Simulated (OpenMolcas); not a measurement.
**Cr²⁺ complex: multiconfigurational calculation (part 2 of 2)**

Continued. System: Cr²⁺ with 8 ligands (F; cube, 2.283 Å), embedded in SrF2 by model potentials and point charges, whose field is part of the energies. Method: state-averaged CASSCF, active space 4 electrons in the shell 3d, basis ANO-RCC-VDZP on the metal and ANO-RCC-VDZP on the ligands, DKH2 scalar Hamiltonian, spin-orbit coupling by RASSI with atomic mean-field integrals (OpenMolcas).

**Log (extracts), continued**
```
--- RASSI ---
SPIN-FREE ENERGIES:
  (Shifted by EMIN (a.u.) =      -1847.9085363892)

 SF State       Relative EMIN(au)   Rel lowest level(eV)    D:o, cm**(-1)

     1             0.0000000000        0.0000000000              0.0000
     2             0.0000000000        0.0000000000              0.0000
     3             0.0000000000        0.0000000000              0.0000
     4             0.0197534254        0.5375180883           4335.3758
     5             0.0197534254        0.5375180883           4335.3758
     6             0.0743084713        2.0220365145          16308.8244
     7             0.0743084719        2.0220365305          16308.8245
     8             0.0743084724        2.0220365434          16308.8246
     9             0.0841416081        2.2896097972          18466.9484
    10             0.0841416081        2.2896097972          18466.9484
    11             0.0841416089        2.2896098181          18466.9486
    12             0.0914855286        2.4894480548          20078.7527
    13             0.0914855286        2.4894480548          20078.7527
    14             0.0914855292        2.4894480720          20078.7528
    51             0.0994480978        2.7061206016          21826.3346
    16             0.1016507059        2.7660566209          22309.7512
    15             0.1016507059        2.7660566209          22309.7512
    18             0.1024091640        2.7866953177          22476.2135
    17             0.1024091640        2.7866953177          22476.2135
    19             0.1024091645        2.7866953317          22476.2136
    21             0.1045680400        2.8454413245          22950.0320
    20             0.1045680400        2.8454413245          22950.0320
    22             0.1045680405        2.8454413394          22950.0321
    52             0.1147790151        3.1232961115          25191.0820
    53             0.1147790151        3.1232961115          25191.0820
    54             0.1147790159        3.1232961350          25191.0822
    23             0.1173268714        3.1926268141          25750.2718
    24             0.1179783311        3.2103539365          25893.2507
    25             0.1179783316        3.2103539504          25893.2508
    26             0.1179783316        3.2103539504          25893.2508
    27             0.1180620346        3.2126316240          25911.6215
    28             0.1180620346        3.2126316240          25911.6215
    29             0.1180620353        3.2126316425          25911.6217
    31             0.1219760334        3.3191369587          26770.6450
    30             0.1219760334        3.3191369587          26770.6450
    55             0.1294898042        3.5235970782          28419.7271
    56             0.1294898048        3.5235970939          28419.7272
    57             0.1294898053        3.5235971077          28419.7273
    32             0.1319918764        3.5916819290          28968.8684
    58             0.1370163448        3.7284046797          30071.6118
Eigenvalues of complex Hamiltonian:
   -----------------------------------
  (Shifted by EMIN (a.u.) =      -1847.9085363892)

 SO State       Relative EMIN(au)   Rel lowest level(eV)    D:o, cm**(-1)

     1            -0.0007438399        0.0000000000              0.0000
     2            -0.0006797533        0.0017438862             14.0654
     3            -0.0006797533        0.0017438864             14.0654
     4            -0.0006797533        0.0017438864             14.0654
     5            -0.0006244213        0.0032495472             26.2094
     6            -0.0006244213        0.0032495472             26.2094
     7            -0.0006244213        0.0032495472             26.2094
     8             0.0001988412        0.0256516592            206.8946
     9             0.0001988412        0.0256516592            206.8946
    10             0.0002340295        0.0266091835            214.6175
    11             0.0002340295        0.0266091836            214.6175
    12             0.0002340295        0.0266091835            214.6175
    13             0.0008158254        0.0424406554            342.3070
    14             0.0008158254        0.0424406554            342.3070
    15             0.0008158254        0.0424406554            342.3070
    16             0.0197236207        0.5569479775           4492.0884
    17             0.0197405681        0.5574091384           4495.8079
    18             0.0197405681        0.5574091385           4495.8079
    19             0.0197405681        0.5574091384           4495.8079
    20             0.0197574367        0.5578681575           4499.5101
    21             0.0197574367        0.5578681575           4499.5101
    22             0.0197727957        0.5582860971           4502.8810
    23             0.0197727957        0.5582860972           4502.8810
    24             0.0197727957        0.5582860971           4502.8810
    25             0.0197881072        0.5587027444           4506.2415
    26             0.0730829640        2.0089296770          16203.1106
    27             0.0738221050        2.0290427280          16365.3333
    28             0.0738221052        2.0290427340          16365.3333
    29             0.0738221055        2.0290427415          16365.3334
    30             0.0746551923        2.0517121895          16548.1748
    31             0.0746551929        2.0517122036          16548.1749
    32             0.0747128754        2.0532818247          16560.8348
    33             0.0747128756        2.0532818297          16560.8348
    34             0.0747128759        2.0532818399          16560.8349
    35             0.0839603072        2.3049172649          18590.4115
    36             0.0839603072        2.3049172645          18590.4115
    37             0.0839603076        2.3049172743          18590.4115
    38             0.0840733794        2.3079941138          18615.2279
    39             0.0840733793        2.3079941133          18615.2279
    40             0.0841549092        2.3102126535          18633.1217
    41             0.0841549096        2.3102126650          18633.1218
Weights of the five most important spin-orbit-free states for each spin-orbit state.

 SO State  Total energy (au)           Spin-free states, spin, and weights
 -------------------------------------------------------------------------------------------------------
    1        -0.000744       3 2.0  0.3315    2 2.0  0.3315    1 2.0  0.3315    4 2.0  0.0023    5 2.0  0.0023
    2        -0.000680       3 2.0  0.5292    2 2.0  0.4592    1 2.0  0.0086    5 2.0  0.0015    4 2.0  0.0010
    3        -0.000680       1 2.0  0.4853    3 2.0  0.3863    2 2.0  0.1253    4 2.0  0.0020    5 2.0  0.0005
    4        -0.000680       1 2.0  0.5030    2 2.0  0.4125    3 2.0  0.0814    5 2.0  0.0018    4 2.0  0.0007
    5        -0.000624       2 2.0  0.3692    1 2.0  0.3545    3 2.0  0.2755    5 2.0  0.0003    4 2.0  0.0001
    6        -0.000624       2 2.0  0.3689    3 2.0  0.3392    1 2.0  0.2911    5 2.0  0.0003    4 2.0  0.0002
    7        -0.000624       3 2.0  0.3845    1 2.0  0.3537    2 2.0  0.2611    4 2.0  0.0003    5 2.0  0.0001
    8         0.000199       3 2.0  0.4285    1 2.0  0.3327    2 2.0  0.2359    4 2.0  0.0012    5 2.0  0.0012
    9         0.000199       2 2.0  0.4288    1 2.0  0.3320    3 2.0  0.2363    4 2.0  0.0012    5 2.0  0.0012
   10         0.000234       1 2.0  0.4823    3 2.0  0.3182    2 2.0  0.1982    4 2.0  0.0009    5 2.0  0.0002
   11         0.000234       3 2.0  0.5431    2 2.0  0.4447    1 2.0  0.0108    5 2.0  0.0006    4 2.0  0.0004
   12         0.000234       1 2.0  0.5055    2 2.0  0.3558    3 2.0  0.1373    5 2.0  0.0008    4 2.0  0.0003
```

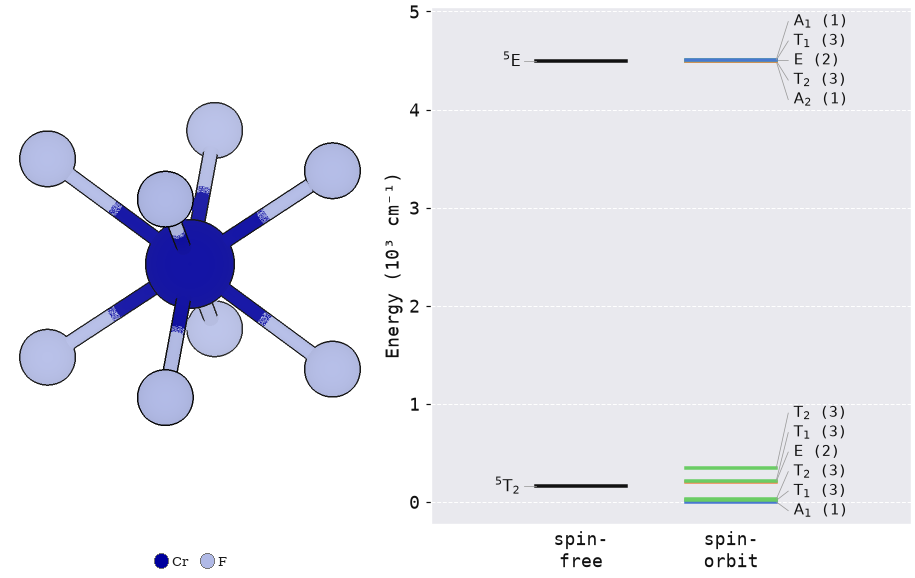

**Figure 1.** Cr²⁺ (3d⁴) as a dopant in SrF₂, a cluster with its 8 nearest F⁻ at 2.283 Å (cube) embedded in model potentials and point charges; the geometry was set, not optimised, and its levels. Labels give the representation in O, Td, D4 or D3 as the site allows (double group for half-integer spin) where it could be assigned and, in brackets, the degeneracy; spin-free states, where drawn, share the zero of the spin-orbit levels. The ground level is A₁, non-degenerate, 100 % from states of spin multiplicity 5. The next level lies at 14 cm⁻¹ (T₁). The lowest spin-free state is ⁵T₂, from the free-ion D term; of the same spin there follows at 4,340 cm⁻¹ (⁵E) above it. A ligand-field fit to the spin-free states gives |10Dq| = 4,700 cm⁻¹, B = 1,010 and C = 3,790 cm⁻¹ (rms misfit 90 cm⁻¹). The active orbitals hold 97 to 99 % metal character (Löwdin), and the Mulliken charge of the metal is +1.70.

Outcome of the run: converged.
